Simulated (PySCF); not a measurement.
Consider C6H10AlN.

```
atom    x (Å)    y (Å)    z (Å)
   C  -2.4202  -0.9913  -0.3405
   C  -1.2277  -0.1144  -0.1409
   C  -1.3506   1.2680  -0.0024
   C  -0.2200   2.0454   0.1858
   C   1.0147   1.4200   0.2302
   N   1.1308   0.1091   0.1035
  Al   2.7684  -1.0224   0.1752
   C   0.0549  -0.6381  -0.0734
   H  -2.1208  -1.9655  -0.7164
   H  -3.1187  -0.5355  -1.0387
   H  -2.9402  -1.1332   0.6066
   H  -2.3274   1.7281  -0.0444
   H  -0.2939   3.1161   0.2926
   H   1.9431   1.9556   0.3671
   H   2.3865  -1.8603   1.4576
   H   2.5875  -1.7747  -1.2020
   H   3.8647   0.0984   0.2934
   H   0.2603  -1.6989  -0.1651
```

Geometry: GFN2-xTB.

Method: PBE0/pcSseg-1, SCF density, gas phase, non-relativistic (PySCF 2.14.0).

Question: Predict the electron density and electron localisation function between the atoms.

Answer: C–N (1.32 Å): ρ is about 2.5 e/Å³ halfway; the ELF peaks at about 0.90 between the atoms: localised, covalent bonding.
C–C (1.38 Å): ρ is about 2.1 e/Å³ halfway; the ELF peaks at about 0.95 between the atoms: a covalent bond.
Al–N (1.99 Å): ρ is about 0.53 e/Å³ halfway; the ELF peaks at about 0.95 in the valence shell of N, 0.7 Å from its nucleus, and is about 0.70 at the midpoint.
C–H (1.08 Å): the density is about 2.1 e/Å³ at the midpoint; the ELF climbs to about 1 towards the hydrogen, as it does in any bond to H: an ordinary covalent bond to hydrogen.

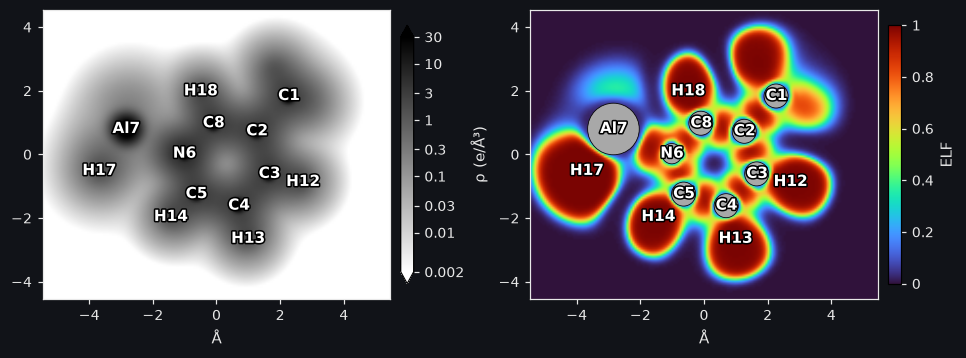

Computed electron density and electron localisation function on the plane of atoms C2, C8 and H18, in this order. Grey discs cover the atomic cores in the ELF map. 
